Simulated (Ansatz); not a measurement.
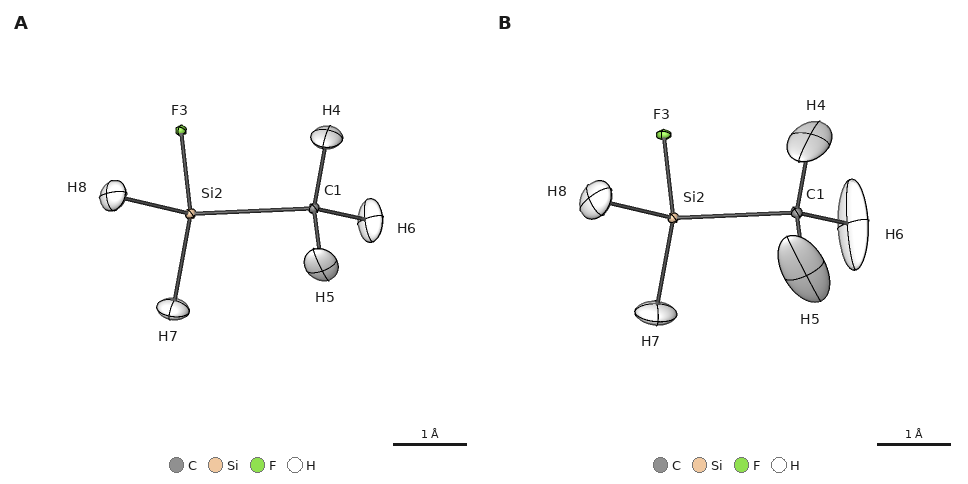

Displacement ellipsoids at the 50 % level, from the internal vibrations of the free molecule (harmonic, no overall translation or rotation; no half-axis is drawn under 0.075 Å). Vibrations computed with RKS PBE0-D4/def2-TZVP (Ansatz 0.2.0). One panel is for 0 K (zero-point motion alone), the other for 600 K.

**Which panel is for 600 K?**

B.

**How much does the mean-square displacement of H5 grow, and why?**

U_eq goes from 0.0231 to 0.0795 Å², a factor of 3.4. Modes below kT (417 cm⁻¹ at 600 K) grow about in proportion to T, and the lowest lies at 160 cm⁻¹; the mean-square amplitude of a mode is its zero-point value times coth(ħω/2kT), which comes close to 1 only above about 3kT.
